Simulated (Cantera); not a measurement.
Charge: 1 mol C3H8, a varied amount of CO2, 21 mol N2, held at 2900 K and 1700000 Pa.

Method: chemical equilibrium by Gibbs-energy minimisation in Cantera with the NASA 1993 tables (ideal gas, pure condensed phases). Candidate condensed phases: C, C6H6, C7H8, C8H18, H2O; 136 gas species. The numbers say what is thermodynamically allowed, not how fast it happens.

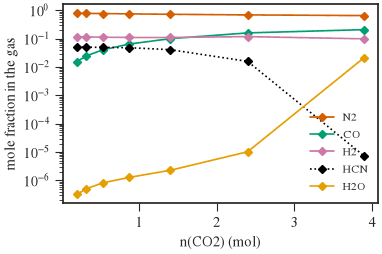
Fig. 1. Equilibrium gas composition (values under 1e-9 drawn at 1e-9)

Read off the mole fractions at 3.9 mol CO2.

N2 about 0.66, CO about 0.21, H2 about 0.099, H2O about 0.021, HCN about 7.4e-6.
